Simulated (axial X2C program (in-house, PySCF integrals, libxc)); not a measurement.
Relativistic diatomic calculation, with input and output: PbCr

System: PbCr, single determinant with Ω = 3.
Method: HF, two-component X2C with atomic mean-field Coulomb and Gaunt terms, Pb dyall-cv3z, Cr dyall-cv3z (cores contracted) (axial X2C program (in-house, PySCF integrals, libxc)).

### Log
```
two-component X2C + atomic mean field  HF
basis functions 270  fitting functions 1468  grid points 5805
iter        total energy     max residual
   1     -21935.515936545     1.04e+00
   2     -21935.566542604     1.54e-02
   3     -21935.570036658     7.17e-02
   4     -21935.571106637     1.95e-02
   5     -21935.571377007     5.36e-03
   6     -21935.571514011     8.91e-03
   7     -21935.571557266     3.75e-03
   8     -21935.571583401     1.26e-03
   9     -21935.571595128     2.49e-03
  10     -21935.571602946     1.46e-03
  11     -21935.571606933     1.63e-04
  12     -21935.571608633     6.44e-04
  13     -21935.571609279     3.87e-04
  14     -21935.571609485     3.36e-05
  15     -21935.571609543     8.83e-05
  16     -21935.571609562     5.47e-05
  17     -21935.571609569     6.43e-06
  18     -21935.571609571     1.33e-05
  19     -21935.571609572     9.79e-06
  20     -21935.571609572     1.91e-06
converged
one-electron -30745.81707022  Coulomb 8898.38297924  exact exchange -437.37434282  xc functional 0.00000000  nuclear repulsion 369.69142744  atomic mean-field constant -20.45460321
correlated 10  virtual 328  natural virtual 90  E(MP2) -0.158222870  MP2 remainder -0.006968793
iter   CCSD correlation   residual
   1     -0.163991825   1.18e-01
   2     -0.169913642   5.85e-02
   3     -0.171660816   3.16e-02
   4     -0.172139706   1.73e-02
   5     -0.172370902   7.88e-03
   6     -0.172421957   4.09e-03
   7     -0.172430065   2.16e-03
   8     -0.172459165   1.24e-03
   9     -0.172460748   6.59e-04
  10     -0.172464616   3.50e-04
  11     -0.172462107   1.82e-04
  12     -0.172461778   1.07e-04
  13     -0.172461490   6.70e-05
  14     -0.172461371   4.50e-05
  15     -0.172461346   2.77e-05
  16     -0.172461278   1.50e-05
  17     -0.172461208   9.00e-06
  18     -0.172461148   5.77e-06
  19     -0.172461104   3.32e-06
  20     -0.172461097   1.96e-06
(T) -0.006435443812520574  T1 0.0445  D1 0.0828  max T2 0.088
```

### The points of the curve

```
R (Å)    E (hartree)  dipole (D; origin at the first atom, positive when the second is positive)  highest filled (eV)  lowest empty (eV)
2.648  −21935.564157                                                                        2.31                −5.99               0.19
2.732  −21935.568524                                                                        2.10                −5.98               0.20
2.817  −21935.571610                                                                        1.86                −5.97               0.21
2.916  −21935.574030                                                                        1.58                −5.97               0.23
3.014  −21935.575549                                                                        1.30                −5.96               0.26
```

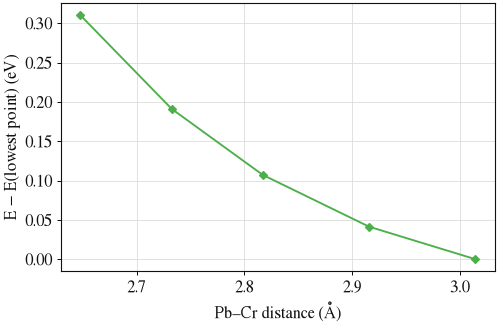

Energy at 5 bond lengths, for one set of occupations held fixed; the line joins the points. The lowest point is at 3.01 Å, the end of the range, so no minimum is bracketed. The lowest point lies 0.05 eV below Pb + Cr.

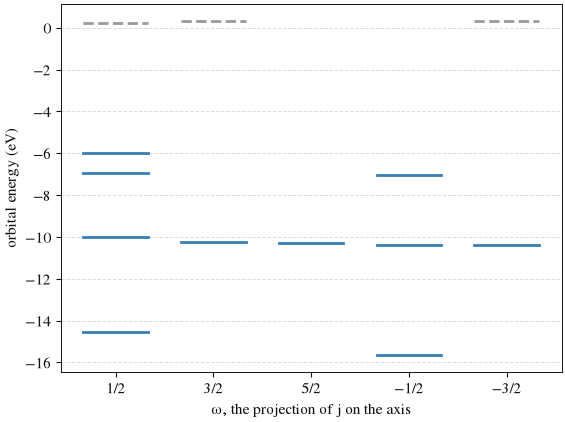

Orbital energies near the frontier at 2.82 Å, filled (solid) and empty (dashed). The highest filled spinor (1/2; 45 % Pb p, 45 % Cr s) lies at −5.97 eV, the lowest empty one (1/2; 42 % Cr p, 34 % Pb p) at 0.21 eV.

### The input
```
{"zs": [82, 24], "q": 0, "bas": ["dyall-cv3z", "dyall-cv3z"], "levels": ["PBE0", "HF", "r2SCAN"], "cc": true, "r0": 2.66, "thr": -1.0, "nmax": 90, "npts": 10, "nst": 2, "ntry": 6}
```

The line is the task of a batch: nuclear charges, charge, bases, the levels to run, a first guess of the distance and further settings. This report covers HF with spin-orbit coupling. The log is that of the reference distance 2.817 Å.

Launched within a batch (the task file carries these settings):
```bash
python <driver script> task.json out
```

### Key numbers

- outcome: converged
- hardware: 1 thread of INTEL XEON PLATINUM @ 2.30GHz (Emerald Rapids), 24 GiB of memory available, shared host
- wall time: 16 s
- peak memory: 0.79 GiB

### Notes

Hartree–Fock lacks correlation, so it usually binds too weakly. To bear in mind: 5 of the 10 points asked for were kept.
